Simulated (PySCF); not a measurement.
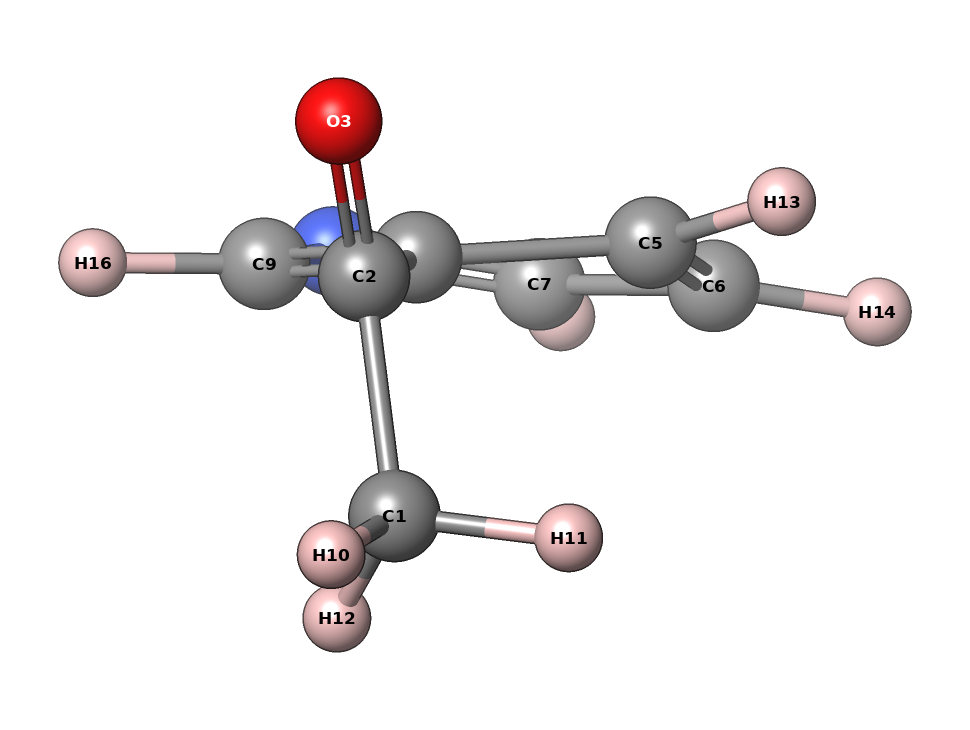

C4 lies behind C2. The molecule seen a little off the C2–C4 bond, C2 in front. Atoms fade into the background with distance from the viewer. Geometry: a frame of a GFN2-xTB molecular-dynamics simulation, not a minimum.

Q: What is the torsion angle O3–C2–C4–C5? The sign is positive where the front bond must turn clockwise to cover the back bond.

A: 88°, about perpendicular.
